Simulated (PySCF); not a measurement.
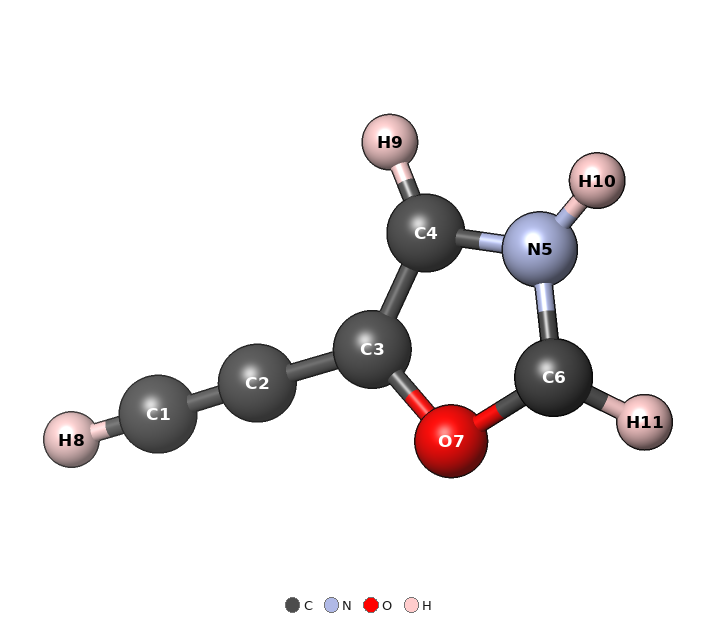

The species is neutral and a spin doublet. The computed structure is the end point of a GFN2-xTB optimisation. No frequency run is at hand to confirm it as a minimum. Computed with UKS B3LYP, pcH-1 on C H N O, non-relativistic (PySCF 2.14.0). Fermi-contact and spin-dipolar terms alone, no spin-orbit part.

**Which nucleus has the largest dipolar (anisotropic) hyperfine coupling?**

13C at C6: principal values −57.9, −56.2, 114.1 MHz.

List the isotropic and dipolar parts for the most strongly coupled nuclei, one of each equivalent set.

| atom | isotope | a_iso (MHz) | dipolar part (MHz) |
| --- | --- | --- | --- |
| C6 | 13C | 242.6 | −57.9, −56.2, 114.1 |
| O7 | 17O | −39.3 | −76.0, 37.0, 39.0 |
| H11 | 1H | 83.5 | −23.7, −4.2, 27.8 |
| C3 | 13C | 11.0 | −11.4, −7.8, 19.2 |
| N5 | 14N | 6.0 | −8.9, −8.3, 17.2 |
| H10 | 1H | −9.8 | −11.0, −5.3, 16.3 |
| C4 | 13C | −15.2 | −15.2, 6.6, 8.6 |
| C1 | 13C | 7.0 | −6.6, −5.7, 12.3 |
